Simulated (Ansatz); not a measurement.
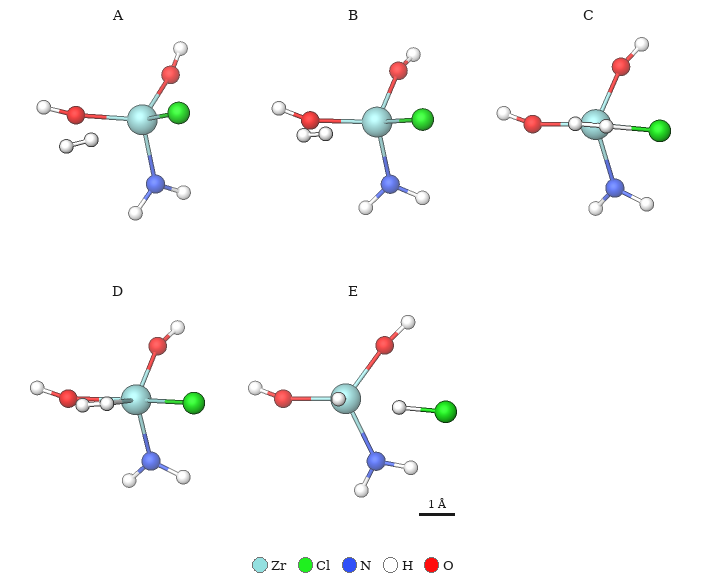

5 geometries from one relaxation of ZrNH6O2Cl, in shuffled order. The picture is a ball-and-stick view, seen at a tilt.

The run prepares an end point of a later path (reaction) calculation, from a guessed geometry.

All numbers below come from RKS B3LYP-D4/def2-SVP in Ansatz. (no spin polarisation; force threshold 0.03 eV/Å; at most 50 steps)

Order the frames from highest to lowest energy.

Answer. E, C, D, B, A. They are steps 0, 12, 17, 22, 31, at +169.1 kJ/mol, +140.2 kJ/mol, +31.2 kJ/mol, +4.66 kJ/mol relative to the last. The energy falls by 169.1 kJ/mol in 29 accepted moves (31 points after the start). The largest force component goes from 0.76 to 0.023 eV/Å. The line search rejected the trial steps at points 2, 26 of the run. An H atom moves most after the best rigid fit: 2.29 Å. By element the largest moves are H 2.29 Å, Cl 1.19 Å, O 1.18 Å, Zr 0.93 Å, N 0.69 Å. Among the contacts that change: H–Zr 1.861 → 4.418 Å, Cl–H 1.343 → 2.974 Å, Cl–Zr 3.719 → 2.408 Å, H–H 1.855 → 0.761 Å. New bonds form, among them: Cl–Zr (3.72 → 2.41 Å), H–H (1.85 → 0.76 Å). Bonds break, among them: Cl–H (1.34 → 2.97 Å), H–Zr (1.86 → 4.42 Å). Among the angles between lasting bonds that change: Zr–O–H 160.4° → 170.0°, N–Zr–O 114.3° → 107.0°, Zr–N–H 123.1° → 125.5°. Cost: 64 s on 4 threads of Arm Neoverse V2, on a shared host, peak memory 0.31 GiB.
